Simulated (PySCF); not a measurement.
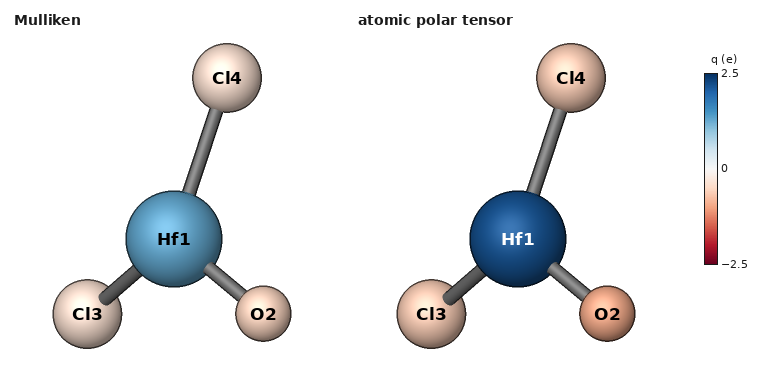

Atomic charges of one calculation by 2 schemes, on one colour scale. The species is neutral and a spin singlet. Computed geometry: PBE0/def2-TZVP with core potentials optimisation. Level of theory: PBE0/def2-TZVP, core potentials on Hf (PySCF 2.14.0).

**Which scheme gives the most polar picture (largest mean size of the charges)?**

The atomic polar tensor charges are the largest in size here.

List the charges (e), one line for each set of equivalent atoms.

```
    atom  Mulliken  atomic polar tensor
     Hf1      1.30                 2.17
      O2     −0.53                −0.93
Cl3, Cl4     −0.38                −0.62
```

The search tried a few shapes and spins; others may lie lower.
